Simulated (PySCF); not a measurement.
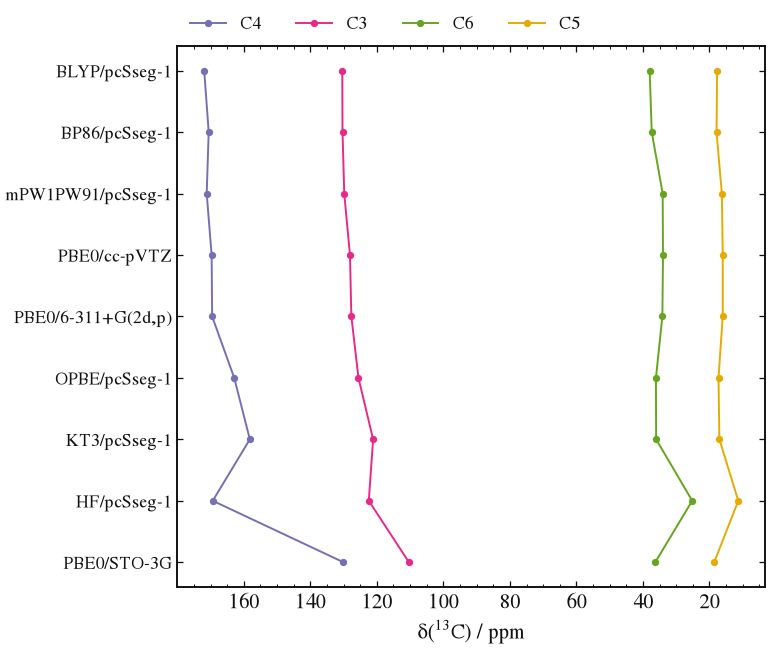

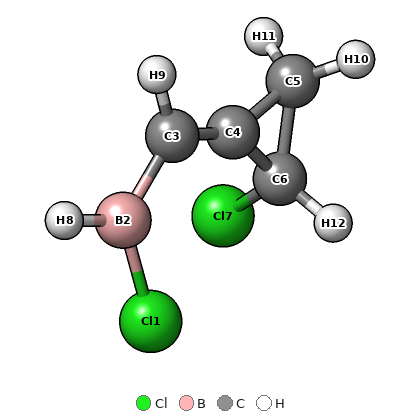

GIAO ¹³C shifts of C₄H₅BCl₂, SMILES ClB/C=C1/C[C@@H]1Cl at several levels, one geometry, PySCF 2.14.0, at a PBE0-D3(BJ)/def2-SVP geometry (no frequency check); values of one conformer, averaged over methyl-type rotors and exact or near symmetry; other conformers aren't averaged in; each against TMS at the same level.

Which of the plotted signals depends most on the level, and by how much?

That of C4: from 130.1 ppm (PBE0/STO-3G) to 171.9 ppm (BLYP/pcSseg-1), a spread of 41.8 ppm. The steadiest, C5, moves by 7.2 ppm.

Do all levels give the signals in the same order?

Yes, the order of the signals is the same at every level.
